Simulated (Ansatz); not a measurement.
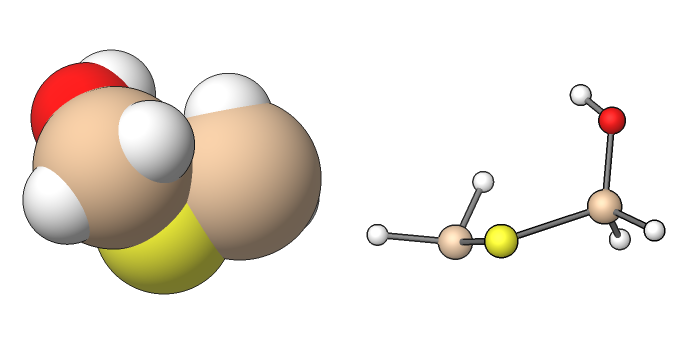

Two views of one molecule. Colours: oxygen red, silicon light orange, sulfur yellow, hydrogen white.

The species is neutral and a spin doublet. The geometry was computed by an optimisation with PBE0-D4/def2-TZVP.

> What is the molecular formula?

H₅OSSi₂, 9 atoms: 5 hydrogen, 1 oxygen, 1 sulfur and 2 silicon.

> How many sets of symmetry-equivalent atoms are there?

9: 1 O, 1 Si, 1 S, 1 Si, 1 H, 1 H, 1 H, 1 H, 1 H.

> Name functional groups in it.

Among them: Si–H bond, Si–O bond.

More results for the same structure follow; atom numbers are the same in all pictures, views and colours differ.

**Geometry**

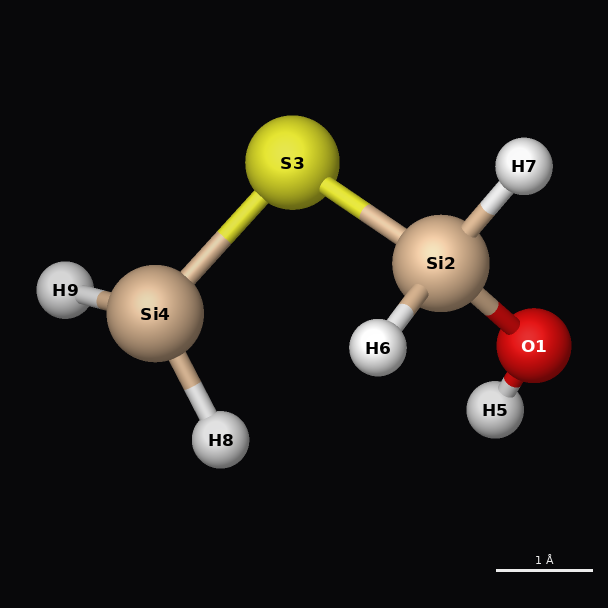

> How are the neighbours of atom 4 arranged?

Si4 has 3 neighbours (S3 at 2.13, H8 at 1.50, H9 at 1.49 Å); the arrangement is trigonal pyramidal.

> Describe the coordination of atom 1.

O1 has 2 neighbours (Si2 at 1.64, H5 at 0.96 Å); the arrangement is bent.

> What is the geometry at S3?

S3 has 2 neighbours (Si2 at 2.14, Si4 at 2.13 Å); the arrangement is bent.

> What is the geometry at Si2?

Si2 has 4 neighbours (O1 at 1.64, S3 at 2.14, H6 at 1.49, H7 at 1.48 Å); the arrangement is tetrahedral.

> What is the dihedral angle O1–Si2–S3–Si4?

88° in size, that is about perpendicular.

**Vibrations**

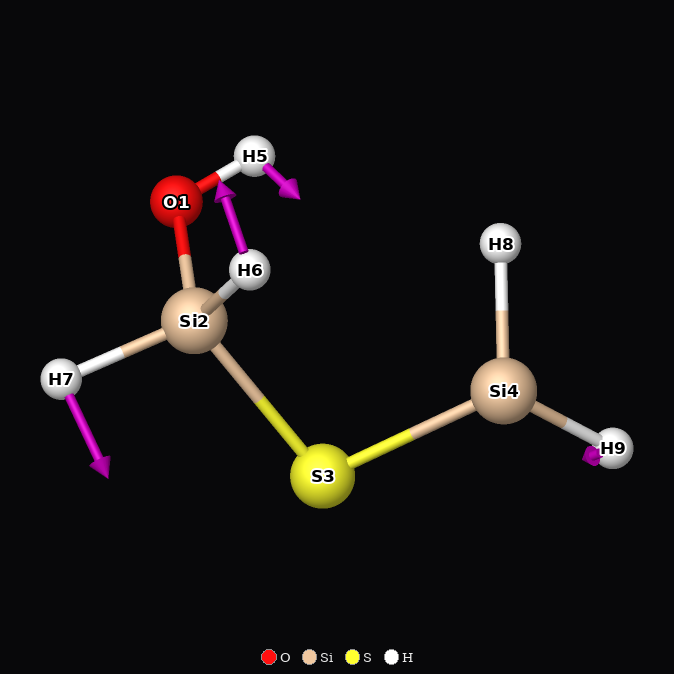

The arrows show one normal mode. Harmonic vibrations computed with UKS PBE0-D4/def2-TZVP (Ansatz 0.2.0) at a stationary point of the same level.

> Describe the motion.

Mostly angle bending.

> At what wavenumber does it lie?

743 cm⁻¹; it is mode 11 of 21 counted from the lowest.

**Levels of theory compared**

Program: Ansatz 0.2.0.

Compare HOMO energy (eV), dipole (D) at these levels: B3LYP-D4/def2-TZVPP; PBE-D4/def2-TZVPP; r2SCAN-D4/def2-TZVPP; ωB97M-V/def2-TZVPP.

| level | HOMO energy (eV) | dipole (D) |
| --- | --- | --- |
| B3LYP-D4/def2-TZVPP | −5.84 | 1.38 |
| PBE-D4/def2-TZVPP | −5.01 | 1.29 |
| r2SCAN-D4/def2-TZVPP | −5.36 | 1.41 |
| ωB97M-V/def2-TZVPP | −7.88 | 1.46 |

**Charges**

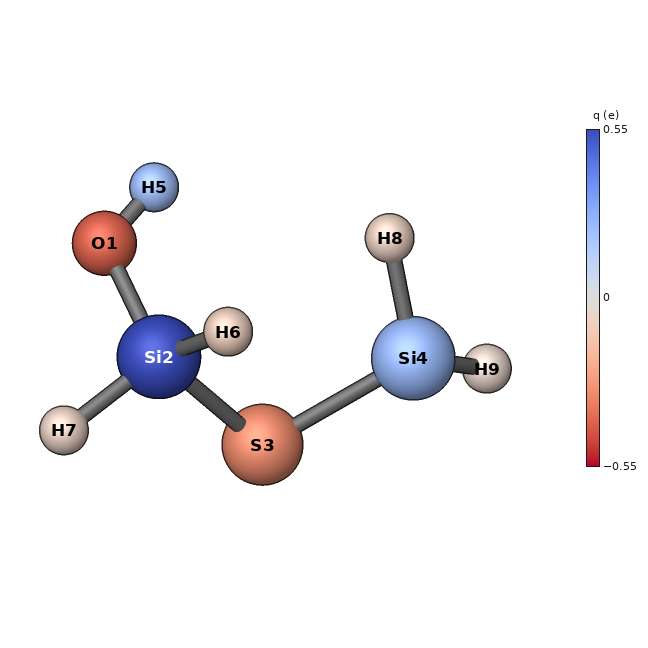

Atoms are coloured by their Mulliken charges. Level of theory: UKS r2SCAN-D4/def2-TZVPP (Ansatz 0.2.0).

List the Mulliken charges.

```json
{"atom": "O1", "value (e)": "−0.40"}
{"atom": "Si2", "value (e)": "0.54"}
{"atom": "S3", "value (e)": "−0.30"}
{"atom": "Si4", "value (e)": "0.23"}
{"atom": "H5", "value (e)": "0.20"}
{"atom": "H6", "value (e)": "−0.08"}
{"atom": "H7", "value (e)": "−0.07"}
{"atom": "H8", "value (e)": "−0.07"}
{"atom": "H9", "value (e)": "−0.05"}
```

Mulliken values depend strongly on the basis set and can even reverse the polarity of a bond.
